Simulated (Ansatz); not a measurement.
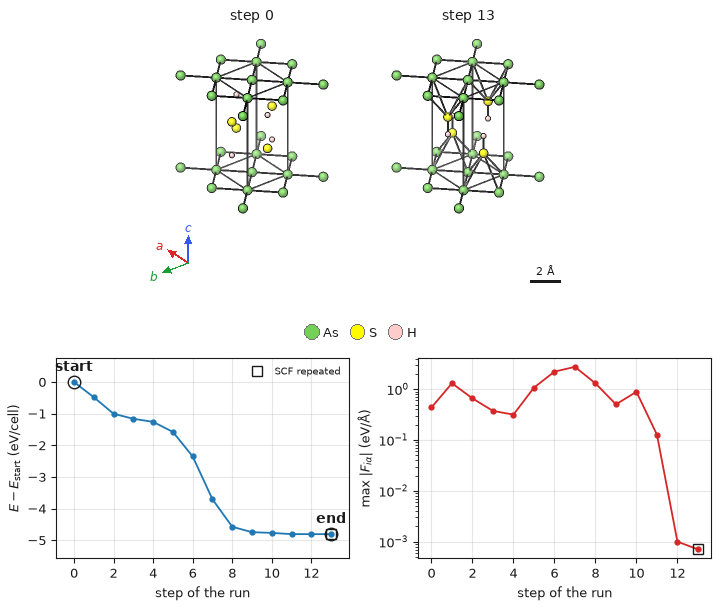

First and last geometry of a relaxation of a crystal of AsHS (a generated structure, set up in P4/nmm), with the history of the run. Style: ball-and-stick. Shown: the cell of the calculation, from a free direction.

The start is a swapped structure.

The calculation used Ansatz, DFT, PAW plane waves, r2SCAN. Settings: plane-wave cutoff 500 eV; k-point mesh 9 × 9 × 4; occupations fermi dirac; smearing width 0.0558 eV; no spin polarisation; atoms relaxed in a fixed cell; at most 40 steps.

Did the run converge, and what did it change?

It converged. The energy falls by 4.803 eV per cell of the calculation in 12 accepted moves (13 points after the start). The largest force component goes from 0.44 to 0.00071 eV/Å. 1 step only repeated the SCF at the same geometry. The largest moves, 1.67 Å, are those of H atoms. By element the largest moves are H 1.67 Å, S 0.38 Å. As stays in place. The lattice vectors keep their values. Among the contacts that change: H–S 2.660 → 1.372 Å, As–S 3.223 → 2.910 Å. New bonds form: H–S (2.66 → 1.37 Å). The space group stays P4/nmm (No. 129). Cost: 2.7 min on 2 threads of Intel(R) Xeon(R) Platinum 8259CL CPU @ 2.50GHz (Skylake/Cascade Lake), with other jobs on the host, peak memory 0.73 GiB.
